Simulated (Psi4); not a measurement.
# MP3/def2-SVP (core potential) run of InHCl2O (SMILES [OH][In]([Cl])[Cl])

Aim: the vertical ionisation energy of InHCl2O at MP3/def2-SVP (core potential), from 2 runs. 

Program for the calculation: Psi4 1.11.

5 further runs of the same task are left out: 2 that didn't finish, 3 set aside as unsound or not needed. Runs told in other sessions of the task aren't counted.

## (1) The molecule

InHCl2O has 5 atoms, charge 0, and is taken as a singlet. SMILES: `[OH][In]([Cl])[Cl]`. Geometry: relaxed at PBE0-D4/def2-TZVP.

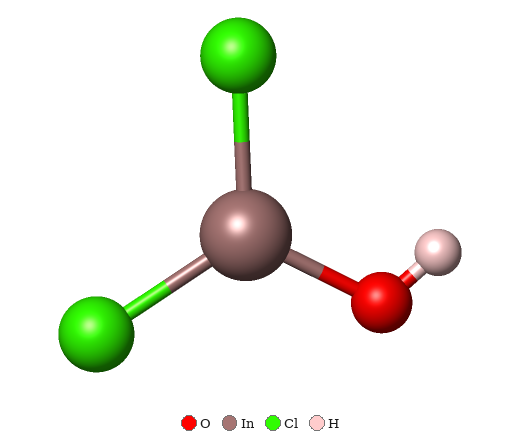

The structure, seen from a chosen angle (oxygen red, indium brown, chlorine green, hydrogen pink).

## (2) The energy at MP3/def2-SVP (core potential)

Input file cl2hino.xyz:

```xyz
5
Cl2HInO
O     -0.347800     1.510200    -0.137200
In    -0.087900    -0.432900    -0.100800
Cl     1.722600    -1.320600     1.019900
Cl    -1.580600    -1.801600    -1.170600
H      0.343600     1.971200     0.347200
```

Input file cl2hino.py:

```python
import psi4

psi4.set_memory(2200000000)
psi4.set_num_threads(1)
psi4.set_output_file('output.dat', False)

with open('cl2hino.xyz') as f:
    atoms = ''.join(f.readlines()[2:])
molecule = psi4.geometry('0 1\n' + atoms + 'symmetry c1')

psi4.set_options({
    'basis': 'def2-SVP',
    'puream': True,
    'e_convergence': 1e-09,
    'd_convergence': 1e-08,
    'scf_type': 'pk',
    'num_frozen_docc': 15,
    'mp_type': 'conv',
})

energy_value, wavefunction = psi4.energy("mp3", molecule=molecule, return_wfn=True)
print(f'total energy {energy_value:.8f} hartree = {energy_value * 27.211386:.5f} eV')
```

Launch:

```console
python cl2hino.py
```

output.dat:

```text
[...]
    !!!  WARNING: ECP capability is in beta. Please check occupations closely.  !!!
[...]
  Running in c1 symmetry.
[...]
  Nuclear repulsion =  300.404504641019855
[...]
  Multiplicity = 1
[...]
  Nalpha       = 32
  Nbeta        = 32
[...]
    Number of basis functions: 81
[...]
   @RHF iter   1: -1183.27110636278894   -1.66321e+00   6.94356e-03 DIIS/ADIIS
[...]
   @RHF iter  12: -1183.41895979298988   -2.50111e-12   3.66449e-09 DIIS
[...]
    Orbital Energies [Eh]
    ---------------------
    Doubly Occupied:
       1A   -104.790992     2A   -104.790815     3A    -20.553484
       4A    -10.553165     5A    -10.553141     6A     -8.027640
       7A     -8.027619     8A     -8.025266     9A     -8.025187
      10A     -8.025149    11A     -8.025040    12A     -5.454741
      13A     -3.716514    14A     -3.712087    15A     -3.708879
      16A     -1.293839    17A     -1.131219    18A     -1.129151
      19A     -1.102153    20A     -1.099573    21A     -1.089060
      22A     -1.049770    23A     -1.038554    24A     -0.655682
      25A     -0.572881    26A     -0.510460    27A     -0.504066
      28A     -0.490321    29A     -0.472853    30A     -0.463690
      31A     -0.461054    32A     -0.458696
[...]
  @RHF Final Energy: -1183.41895979298988
   => Energetics <=
    Nuclear Repulsion Energy =            300.4045046410198552
    One-Electron Energy =               -2308.6214539125362535
    Two-Electron Energy =                 824.7979894785264605
    Total Energy =                      -1183.4189597929898810
[...]
 Multipole Moments:
 ------------------------------------------------------------------------------------
     Multipole            Electronic (a.u.)      Nuclear  (a.u.)        Total (a.u.)
 ------------------------------------------------------------------------------------
 L = 1.  Multiply by 2.5417464519 to convert [e a0] to [Debye]
 Dipole X            :         -2.2858282            2.6672025            0.3813744
 Dipole Y            :         11.7288369          -11.3653844            0.3634525
 Dipole Z            :         -0.6671278            0.9433069            0.2761791
 Magnitude           :                                                    0.5948269
[...]
	SCS-MP2 Total Energy (a.u.)        : -1183.93189802358870
	SOS-MP2 Total Energy (a.u.)        : -1183.92177486492506
[...]
	SOS-PI-MP2 Total Energy (a.u.)     : -1183.96045294738155
[...]
	MP2 Total Energy (a.u.)            : -1183.95214434091531
[...]
	SCS-MP3 Total Energy (a.u.)        : -1183.93746873136297
[...]
	MP3 Total Energy (a.u.)            : -1183.97442717201193
[...]
```

On the terminal:

```text
total energy -1183.97442717 hartree = -32217.58515 eV
```

Wall time 4.5 s (1 thread of Intel Xeon 6975P-C (Granite Rapids), shared host); peak memory 0.42 GiB.

## (3) The doublet cation at the same level

Input file cl2hino.dat:

```
memory 2200 MB

molecule {
  1 2
  O     -0.347800     1.510200    -0.137200
  In    -0.087900    -0.432900    -0.100800
  Cl     1.722600    -1.320600     1.019900
  Cl    -1.580600    -1.801600    -1.170600
  H      0.343600     1.971200     0.347200
  symmetry c1
}

set basis def2-SVP
set reference uhf
set puream true
set e_convergence 1e-09
set d_convergence 1e-08
set scf_type pk
set num_frozen_docc 15
set maxiter 100
set mp_type conv

energy("mp3")
print_variables()
```

Launch:

```console
psi4 -n 1 cl2hino.dat cl2hino.out
```

cl2hino.out, cut to the lines that bear on the results:

```text
[...]
    !!!  WARNING: ECP capability is in beta. Please check occupations closely.  !!!
[...]
  Running in c1 symmetry.
[...]
  Nuclear repulsion =  300.404504641019855
[...]
  Multiplicity = 2
[...]
  Nalpha       = 32
  Nbeta        = 31
[...]
    Number of basis functions: 81
[...]
   @UHF iter   1: -1182.84204880020070   -1.23415e+00   6.72926e-03 DIIS/ADIIS
[...]
   @UHF iter  27: -1183.01564186982523   -4.77485e-12   9.81234e-09 DIIS
[...]
   @S^2 Observed:                7.575528589E-01
[...]
  @UHF Final Energy: -1183.01564186982523
   => Energetics <=
    Nuclear Repulsion Energy =            300.4045046410198552
    One-Electron Energy =               -2293.2867849169674628
    Two-Electron Energy =                 809.8666384061224335
    Total Energy =                      -1183.0156418698252310
  UHF NO Occupations:
  HONO-2 :   30  A 1.9994857
  HONO-1 :   31  A 1.9970458
  HONO-0 :   32  A 1.0000000
  LUNO+0 :   33  A 0.0029542
  LUNO+1 :   34  A 0.0005143
[...]
 Multipole Moments:
 ------------------------------------------------------------------------------------
     Multipole            Electronic (a.u.)      Nuclear  (a.u.)        Total (a.u.)
 ------------------------------------------------------------------------------------
 L = 1.  Multiply by 2.5417464519 to convert [e a0] to [Debye]
 Dipole X            :         -0.1929556            2.6672025            2.4742469
 Dipole Y            :         10.9696424          -11.3653844           -0.3957420
 Dipole Z            :          0.6469472            0.9433069            1.5902541
 Magnitude           :                                                    2.9677293
[...]
	SCS-MP2 Total Energy (a.u.)        : -1183.51103567833161
	SOS-MP2 Total Energy (a.u.)        : -1183.50219495107990
[...]
	SOS-PI-MP2 Total Energy (a.u.)     : -1183.53962211117641
[...]
	MP2 Total Energy (a.u.)            : -1183.52871713283457
[...]
	SCS-MP3 Total Energy (a.u.)        : -1183.51697689806883
[...]
	MP3 Total Energy (a.u.)            : -1183.55248201178347
[...]
```

Run time: 7.8 s. Hardware: 1 thread of Intel Xeon 6975P-C (Granite Rapids), shared host; peak memory 0.43 GiB.

## (4) What came out

Level: MP3/def2-SVP (core potential), 15 core orbitals frozen.

```
                                                                  quantity           value
                                             singlet InHCl2O: total energy  -1183.97443 Eh
                      singlet InHCl2O: HOMO energy (Hartree–Fock orbitals)       -12.48 eV
                      singlet InHCl2O: LUMO energy (Hartree–Fock orbitals)         1.10 eV
                    singlet InHCl2O: HOMO–LUMO gap (Hartree–Fock orbitals)        13.58 eV
             singlet InHCl2O: correlation energy (15 core orbitals frozen)      -555.5 mEh
                                              doublet cation: total energy  -1183.55248 Eh
doublet cation: HOMO energy (Hartree–Fock orbitals) (highest over α and β)       -17.09 eV
 doublet cation: LUMO energy (Hartree–Fock orbitals) (lowest over α and β)        -9.48 eV
              doublet cation: correlation energy (15 core orbitals frozen)      -536.8 mEh
                         doublet cation: ⟨S²⟩ of the reference determinant           0.758
                        vertical ionisation energy (to the doublet cation)       11.482 eV
```

**Reading.** Removing an electron at fixed nuclei costs 11.48 eV (1108 kJ/mol).
